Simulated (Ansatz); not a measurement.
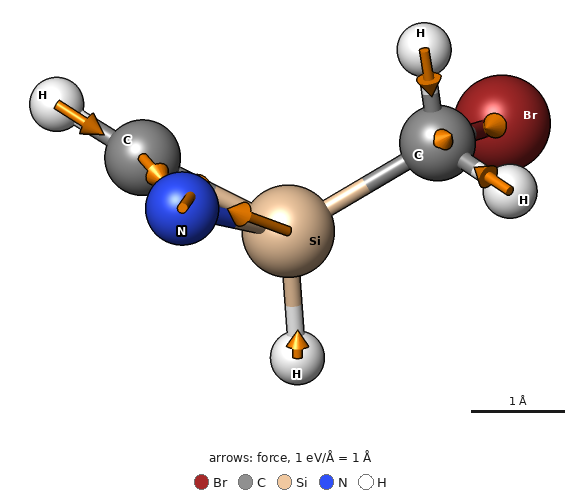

Starting geometry of C₂H₄BrNSi with the computed forces as orange arrows. A ball-and-stick model, seen at a tilt.

The start comes from PBE-D4/def2-SVP.

Theory: RKS PBE0-D4/def2-TZVP in Ansatz 0.2.0.

Input file:
```yaml
crystal:
  periodic: [false, false, false]
  atoms:
    - {symbol: Br, position_ang: [1.621793, -1.667435, -1.574129]}
    - {symbol: C, position_ang: [1.327209, -0.324491, -0.159791]}
    - {symbol: Si, position_ang: [-0.486324, -0.343632, 0.343230]}
    - {symbol: C, position_ang: [-1.593846, 1.016707, -0.072449]}
    - {symbol: N, position_ang: [-1.136269, 1.205581, 1.117918]}
    - {symbol: H, position_ang: [1.622918, 0.661908, -0.565305]}
    - {symbol: H, position_ang: [2.007900, -0.590248, 0.672440]}
    - {symbol: H, position_ang: [-0.976018, -1.641625, 0.888005]}
    - {symbol: H, position_ang: [-2.298862, 1.636936, -0.667120]}
basis:
  gaussian: {orbitals: def2-TZVP}
hamiltonian: {xc: pbe0, dispersion: d4}
relax: {f_tol: 0.005, max_steps: 150}
```

Launched with:
```bash
ansatz run in.yaml --threads 4 --pin off --events-out ev --progress --plain --max-ram 10444MiB
```

**Is this structure relaxed? If not, where do the atoms go?**

It isn't relaxed: the largest force vector, on N5, is 1.41 eV/Å. The final displacements follow the starting forces only in part (cosine between the two patterns 0.52). The atom that moves furthest after the best rigid fit is Br1 (0.079 Å). By element the largest moves are Br 0.079 Å, H 0.062 Å, N 0.037 Å, Si 0.035 Å, C 0.024 Å. Among the contacts that change: Si3–N5 1.850 → 1.792 Å, Si3–C4 1.803 → 1.772 Å, Br1–C2 1.972 → 1.950 Å, C2–H6 1.107 → 1.088 Å. Bond angles that change, for instance: Si3–C4–H9 159.1° → 161.4°. After 5 accepted moves (6 points after the start) the energy has fallen by 0.071 eV. The largest force component goes from 1.2 to 0.0036 eV/Å. The line search rejected the trial step at point 4 of the run.
